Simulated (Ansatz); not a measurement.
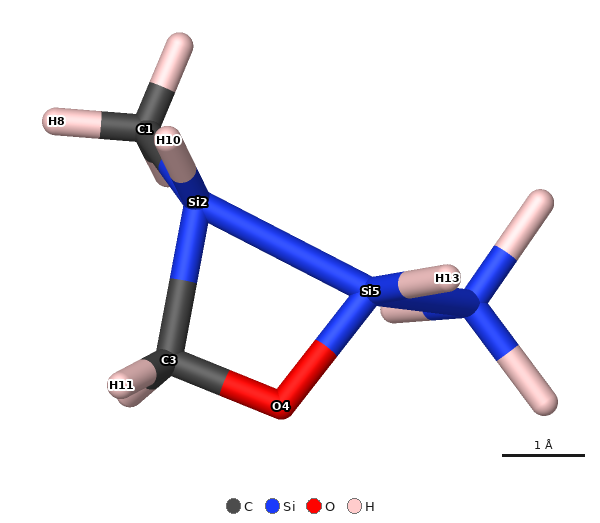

Figure 1. The input geometry (stick view, seen at a tilt; atoms are numbered from 1 in the order of the input).

**Nudged elastic band, with input and output: C$_{2}$H$_{10}$OSi$_{3}$ (part 1 of 2)**

System: C$_{2}$H$_{10}$OSi$_{3}$.
Method: RKS r2SCAN-D4/6-31G (Ansatz 0.2.0).

One setting was made poor on purpose. It belongs to a series of runs on one base structure; here: band between the two ends. Figures and captions count atoms from 1; the log counts them from 0 in places.

**Input**
```yaml
crystal:
  periodic: [false, false, false]
  atoms:
    - { symbol: C, position_ang: [-1.96791, -1.109106, 0.673112] }
    - { symbol: Si, position_ang: [-0.112209, -0.924055, 1.096297] }
    - { symbol: C, position_ang: [1.179078, -1.648456, -0.202971] }
    - { symbol: O, position_ang: [1.998304, -0.439571, -0.524782] }
    - { symbol: Si, position_ang: [1.156772, 0.920099, 0.295823] }
    - { symbol: Si, position_ang: [0.165488, 2.441166, -1.219113] }
    - { symbol: H, position_ang: [-2.580091, -0.506159, 1.353792] }
    - { symbol: H, position_ang: [-2.281925, -2.155666, 0.768504] }
    - { symbol: H, position_ang: [-2.163688, -0.778878, -0.352807] }
    - { symbol: H, position_ang: [0.148768, -1.367804, 2.515622] }
    - { symbol: H, position_ang: [1.846653, -2.426162, 0.184287] }
    - { symbol: H, position_ang: [0.701959, -2.019565, -1.120143] }
    - { symbol: H, position_ang: [2.10722, 1.648695, 1.217679] }
    - { symbol: H, position_ang: [1.179397, 3.095696, -2.116165] }
    - { symbol: H, position_ang: [-0.8457, 1.729627, -2.077009] }
    - { symbol: H, position_ang: [-0.554915, 3.51754, -0.448025] }
basis:
  gaussian: { orbitals: "6-31G" }
hamiltonian:
  xc: r2scan
  dispersion: d4
neb:
  order_check: false
  images: 9
  f_tol: 0.5
  max_iterations: 14
  final_atoms:
    - { symbol: C, position_ang: [-1.9093119, -0.87904115, 0.47372057] }
    - { symbol: Si, position_ang: [-0.16096486, -0.60675476, 1.21417709] }
    - { symbol: C, position_ang: [1.21440205, -1.39042692, 0.0398595] }
    - { symbol: O, position_ang: [1.99802127, -0.13546041, -0.22626432] }
    - { symbol: Si, position_ang: [1.24241301, 1.39758999, 0.95268189] }
    - { symbol: Si, position_ang: [-0.05590874, 2.28375954, -0.9176387] }
    - { symbol: H, position_ang: [-2.66740655, -0.40418676, 1.10746091] }
    - { symbol: H, position_ang: [-2.14296675, -1.94944056, 0.40833466] }
    - { symbol: H, position_ang: [-1.97620647, -0.43767741, -0.52639775] }
    - { symbol: H, position_ang: [-0.09380083, -1.33657378, 2.53916824] }
    - { symbol: H, position_ang: [1.86893536, -2.1207612, 0.52923359] }
    - { symbol: H, position_ang: [0.85170058, -1.77375667, -0.91983873] }
    - { symbol: H, position_ang: [2.90391162, -0.23392376, -0.57394503] }
    - { symbol: H, position_ang: [0.76018743, 3.22559452, -1.77454757] }
    - { symbol: H, position_ang: [-0.621902, 1.25083895, -1.87380856] }
    - { symbol: H, position_ang: [-1.23390222, 3.08762138, -0.40809482] }
  initial_path:
    images:
      - { positions_ang: [[-1.96791, -1.109106, 0.673112], [-0.112209, -0.924055, 1.096297], [1.179078, -1.648456, -0.202971], [1.998304, -0.439571, -0.524782], [1.156772, 0.920099, 0.295823], [0.165488, 2.441166, -1.219113], [-2.580091, -0.506159, 1.353792], [-2.281925, -2.155666, 0.768504], [-2.163688, -0.778878, -0.352807], [0.148768, -1.367804, 2.515622], [1.846653, -2.426162, 0.184287], [0.701959, -2.019565, -1.120143], [2.10722, 1.648695, 1.217679], [1.179397, 3.095696, -2.116165], [-0.8457, 1.729627, -2.077009], [-0.554915, 3.51754, -0.448025]] }
      - { positions_ang: [[-1.92126766, -1.09657471, 0.60644388], [-0.122093, -0.88301333, 1.09746499], [1.18207813, -1.64087305, -0.13690806], [1.90356183, -0.45617347, -0.58596466], [1.15424411, 0.89087744, 0.2657461], [0.13593888, 2.44963597, -1.14347924], [-2.56327829, -0.45742053, 1.21525451], [-2.25342865, -2.1191262, 0.73052412], [-2.0783445, -0.80983989, -0.42714083], [0.09680181, -1.27622991, 2.5333858], [1.90072902, -2.30982618, 0.29649682], [0.74359999, -2.11972025, -0.96328552], [2.13489266, 1.40296351, 0.8984572], [1.11478027, 3.12599977, -2.04465041], [-0.9082553, 1.77249951, -1.98022774], [-0.54275829, 3.50422233, -0.31801596]] }
      - { positions_ang: [[-1.87462531, -1.08404343, 0.53977577], [-0.13197699, -0.84197166, 1.09863298], [1.18507825, -1.63329011, -0.07084512], [1.80881965, -0.47277594, -0.64714733], [1.15171622, 0.86165589, 0.2356692], [0.10638976, 2.45810594, -1.06784549], [-2.54646558, -0.40868206, 1.07671702], [-2.2249323, -2.0825864, 0.69254423], [-1.993001, -0.84080178, -0.50147465], [0.04483561, -1.18465582, 2.5511496], [1.95480505, -2.19349036, 0.40870664], [0.78524097, -2.21987551, -0.80642803], [2.16256532, 1.15723201, 0.5792354], [1.05016354, 3.15630354, -1.97313581], [-0.9708106, 1.81537203, -1.88344648], [-0.53060159, 3.49090465, -0.18800692]] }
      - { positions_ang: [[-1.82798297, -1.07151214, 0.47310765], [-0.14186099, -0.80093, 1.09980097], [1.18807838, -1.62570716, -0.00478218], [1.71407748, -0.48937841, -0.70832999], [1.14918833, 0.83243433, 0.20559229], [0.07684064, 2.46657591, -0.99221173], [-2.52965287, -0.35994359, 0.93817952], [-2.19643595, -2.04604659, 0.65456435], [-1.90765751, -0.87176368, -0.57580848], [-0.00713058, -1.09308172, 2.56891339], [2.00888107, -2.07715455, 0.52091646], [0.82688196, -2.32003076, -0.64957055], [2.19023797, 0.91150052, 0.2600136], [0.98554681, 3.18660731, -1.90162122], [-1.03336589, 1.85824454, -1.78666522], [-0.51844488, 3.47758698, -0.05799788]] }
      - { positions_ang: [[-1.78134062, -1.05898086, 0.40643953], [-0.15174498, -0.75988833, 1.10096895], [1.1910785, -1.61812421, 0.06128076], [1.61933531, -0.50598088, -0.76951265], [1.14666044, 0.80321278, 0.17551539], [0.04729152, 2.47504588, -0.91657797], [-2.51284016, -0.31120512, 0.79964203], [-2.16793959, -2.00950679, 0.61658447], [-1.82231401, -0.90272557, -0.6501423], [-0.05909677, -1.00150763, 2.58667719], [2.06295709, -1.96081873, 0.63312629], [0.86852294, -2.42018601, -0.49271307], [2.21791063, 0.66576903, -0.05920821], [0.92093008, 3.21691108, -1.83010662], [-1.09592119, 1.90111705, -1.68988395], [-0.50628818, 3.46426931, 0.07201116]] }
      - { positions_ang: [[-1.73469828, -1.04644957, 0.33977142], [-0.16162898, -0.71884666, 1.10213694], [1.19407863, -1.61054127, 0.1273437], [1.52459314, -0.52258335, -0.83069532], [1.14413255, 0.77399122, 0.14543849], [0.0177424, 2.48351586, -0.84094421], [-2.49602745, -0.26246665, 0.66110454], [-2.13944324, -1.97296699, 0.57860458], [-1.73697051, -0.93368746, -0.72447613], [-0.11106297, -0.90993354, 2.60444099], [2.11703311, -1.84448291, 0.74533611], [0.91016393, -2.52034127, -0.33585558], [2.24558329, 0.42003754, -0.37843001], [0.85631336, 3.24721485, -1.75859203], [-1.15847649, 1.94398957, -1.59310269], [-0.49413147, 3.45095163, 0.2020202]] }
      - { positions_ang: [[-1.769621, -1.01296789, 0.36656125], [-0.16149616, -0.69642828, 1.12454497], [1.19814331, -1.5665184, 0.10984686], [1.61927876, -0.44515877, -0.70980912], [1.16378864, 0.89871098, 0.30688717], [0.00301217, 2.44356459, -0.85628311], [-2.53030327, -0.29081067, 0.75037582], [-2.14014794, -1.9682617, 0.5445506], [-1.7848177, -0.83448545, -0.68486045], [-0.10761054, -0.99526159, 2.59138644], [2.06741356, -1.89973857, 0.7021156], [0.89847126, -2.37102435, -0.45265221], [2.37724895, 0.28924528, -0.41753301], [0.83708817, 3.24289079, -1.76178314], [-1.05116159, 1.80535944, -1.64924387], [-0.64208562, 3.37828558, 0.0799972]] }
      - { positions_ang: [[-1.80454373, -0.9794862, 0.39335108], [-0.16136333, -0.6740099, 1.146953], [1.20220799, -1.52249553, 0.09235002], [1.71396439, -0.36773418, -0.58892292], [1.18344474, 1.02343073, 0.46833585], [-0.01171806, 2.40361333, -0.87162201], [-2.56457909, -0.31915469, 0.83964709], [-2.14085265, -1.96355642, 0.51049662], [-1.83266489, -0.73528344, -0.64524478], [-0.10415811, -1.08058964, 2.57833189], [2.01779401, -1.95499423, 0.6588951], [0.88677859, -2.22170743, -0.56944884], [2.50891462, 0.15845302, -0.45663602], [0.81786299, 3.23856672, -1.76497425], [-0.94384669, 1.66672932, -1.70538504], [-0.79003977, 3.30561953, -0.0420258]] }
      - { positions_ang: [[-1.83946645, -0.94600452, 0.42014091], [-0.16123051, -0.65159152, 1.16936103], [1.20627268, -1.47847266, 0.07485318], [1.80865002, -0.29030959, -0.46803672], [1.20310083, 1.14815048, 0.62978453], [-0.02644829, 2.36366207, -0.8869609], [-2.59885491, -0.34749871, 0.92891836], [-2.14155735, -1.95885113, 0.47644263], [-1.88051208, -0.63608143, -0.6056291], [-0.10070568, -1.16591769, 2.56527734], [1.96817446, -2.01024988, 0.6156746], [0.87508592, -2.07239051, -0.68624547], [2.64058029, 0.02766076, -0.49573902], [0.7986378, 3.23424265, -1.76816535], [-0.8365318, 1.5280992, -1.76152621], [-0.93799392, 3.23295348, -0.16404881]] }
      - { positions_ang: [[-1.87438918, -0.91252283, 0.44693074], [-0.16109769, -0.62917314, 1.19176906], [1.21033736, -1.43444979, 0.05735634], [1.90333564, -0.212885, -0.34715052], [1.22275692, 1.27287024, 0.79123321], [-0.04117852, 2.3237108, -0.9022998], [-2.63313073, -0.37584274, 1.01818964], [-2.14226205, -1.95414585, 0.44238865], [-1.92835927, -0.53687942, -0.56601343], [-0.09725326, -1.25124574, 2.55222279], [1.91855491, -2.06550554, 0.57245409], [0.86339325, -1.92307359, -0.8030421], [2.77224595, -0.1031315, -0.53484202], [0.77941261, 3.22991858, -1.77135646], [-0.7292169, 1.38946907, -1.81766738], [-1.08594807, 3.16028743, -0.28607181]] }
      - { positions_ang: [[-1.9093119, -0.87904115, 0.47372057], [-0.16096486, -0.60675476, 1.21417709], [1.21440205, -1.39042692, 0.0398595], [1.99802127, -0.13546041, -0.22626432], [1.24241301, 1.39758999, 0.95268189], [-0.05590874, 2.28375954, -0.9176387], [-2.66740655, -0.40418676, 1.10746091], [-2.14296675, -1.94944056, 0.40833466], [-1.97620647, -0.43767741, -0.52639775], [-0.09380083, -1.33657378, 2.53916824], [1.86893536, -2.1207612, 0.52923359], [0.85170058, -1.77375667, -0.91983873], [2.90391162, -0.23392376, -0.57394503], [0.76018743, 3.22559452, -1.77454757], [-0.621902, 1.25083895, -1.87380856], [-1.23390222, 3.08762138, -0.40809482]] }
```

Hardware: 2 threads of Arm Neoverse N1, 16 GiB of memory available, shared host.

Run as:
```bash
ansatz run input.yaml --threads 2 --pin off --max-ram 3072MiB --backend cpu --events-out ev --progress --plain --runs-dir out
```

**What the program printed**
```
Engine: ansatz 0.2.0, aarch64-unknown-linux-gnu
Functional definition: r2SCAN
  parameter k0 = 0.174
  parameter k1 = 0.065
  parameter a1 = 4.9479
  exchange = r2scan_x(k0 = k0, k1 = k1, a1 = a1)
  correlation = r2scan_c
1146 factors; integrals over basis functions are off by at most 1.7e-4 eV
mean field evaluation 1: about -27898.9976 eV, gradient 6.1e1 eV
mean field evaluation 2: about -27835.7263 eV, gradient 1.6e2 eV
mean field evaluation 4: about -27907.2605 eV, gradient 9.2e0 eV
mean field evaluation 8: about -27907.4416 eV, gradient 3.1e-1 eV
mean field evaluation 16: about -27907.4418 eV, gradient 2.9e-5 eV
mean field -27907.44181399 eV, -1025.5795703207 hartree, gradient 2.9e-5 eV, S^2 0.000000; 0 other end points of the search recorded, 0 dependent functions left out
the calculation of the forces begins
reference -27907.44182699 eV, -1025.5795707983 hartree; 36, 36 occupied and 50, 50 virtual orbitals, 1146 factors
1146 factors; integrals over basis functions are off by at most 1.6e-4 eV
mean field evaluation 32: about -27906.4663 eV, gradient 3.7e-5 eV
mean field -27906.46634784 eV, -1025.5437226007 hartree, gradient 3.7e-5 eV, S^2 0.000000; 0 other end points of the search recorded, 0 dependent functions left out
[... from here on the field's lines of each further geometry are left out, up to the last ...]
NEB iter   1: max|band force component| = 2.335e1 eV/Å  barrier→ = 6.0207 eV  barrier← = 5.0568 eV  Δτ_max = 0.1990 Å  (287 SCF iters)
NEB iter   2: max|band force component| = 7.551e0 eV/Å  barrier→ = 3.1129 eV  barrier← = 2.1490 eV  Δτ_max = 0.1975 Å  (256 SCF iters)
NEB iter   3: max|band force component| = 3.469e0 eV/Å  barrier→ = 2.2339 eV  barrier← = 1.2700 eV  Δτ_max = 0.1972 Å  (260 SCF iters)
NEB iter   4: max|band force component| = 1.112e0 eV/Å  barrier→ = 2.0346 eV  barrier← = 1.0707 eV  Δτ_max = 0.1300 Å  (258 SCF iters)
NEB iter   5: max|band force component| = 5.752e-1 eV/Å  barrier→ = 2.0498 eV  barrier← = 1.0859 eV  Δτ_max = 0.0528 Å  (255 SCF iters)
NEB iter   6: max|band force component| = 1.220e0 eV/Å  barrier→ = 1.9718 eV  barrier← = 1.0080 eV  CI = image 6  Δτ_max = 0.1948 Å  (253 SCF iters)
NEB iter   7: max|band force component| = 1.049e0 eV/Å  barrier→ = 2.2134 eV  barrier← = 1.2496 eV  CI = image 6  Δτ_max = 0.1996 Å  (250 SCF iters)
NEB iter   8: max|band force component| = 1.734e0 eV/Å  barrier→ = 2.4283 eV  barrier← = 1.4644 eV  CI = image 6  Δτ_max = 0.0979 Å  (258 SCF iters)
NEB iter   9: max|band force component| = 1.147e0 eV/Å  barrier→ = 2.3067 eV  barrier← = 1.3429 eV  CI = image 6  Δτ_max = 0.0788 Å  (233 SCF iters)
the calculation of the forces begins
reference -27906.46309279 eV, -1025.5436029801 hartree; 36, 36 occupied and 50, 50 virtual orbitals, 1146 factors
1146 factors; integrals over basis functions are off by at most 1.6e-4 eV
mean field evaluation 896: about -27905.1491 eV, gradient 7.1e-4 eV
mean field -27905.14913920 eV, -1025.4953160761 hartree, gradient 1.8e-5 eV, S^2 0.000000; 1 other end points of the search recorded, 0 dependent functions left out
the calculation of the forces begins
reference -27905.14915162 eV, -1025.4953165325 hartree; 36, 36 occupied and 50, 50 virtual orbitals, 1146 factors
NEB iter  10: max|band force component| = 1.368e-1 eV/Å  barrier→ = 2.2888 eV  barrier← = 1.3250 eV  CI = image 6  Δτ_max = 0.0000 Å  (484 SCF iters)
```

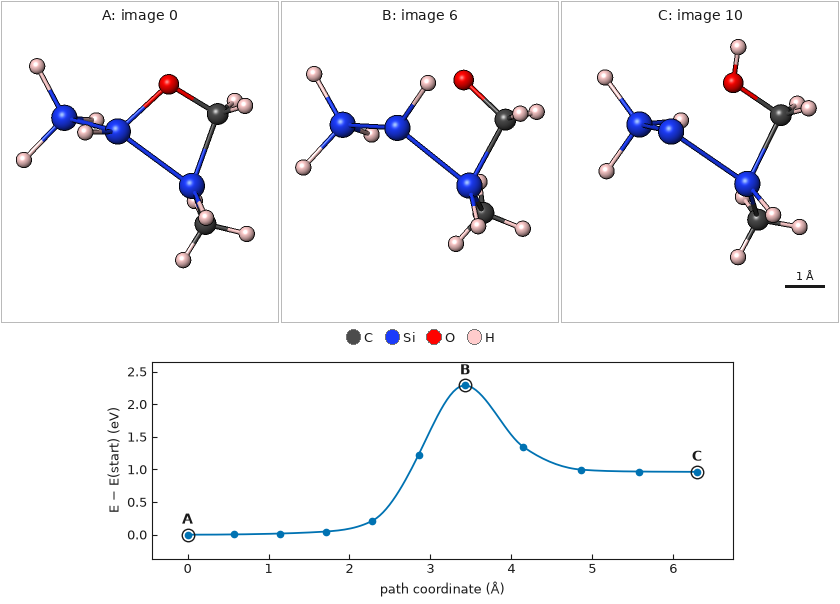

Figure 2. Images of the last band (counted from 0; ball-and-stick, seen at a tilt) above the energy along the path; the line is a cubic interpolation that uses the forces. The highest image is number 6, 2.289 eV above the start and 1.325 eV above the end (the climbing image); the end lies 0.964 eV above the start. The path is 6.29 Å long. The band converged in 10 iterations.
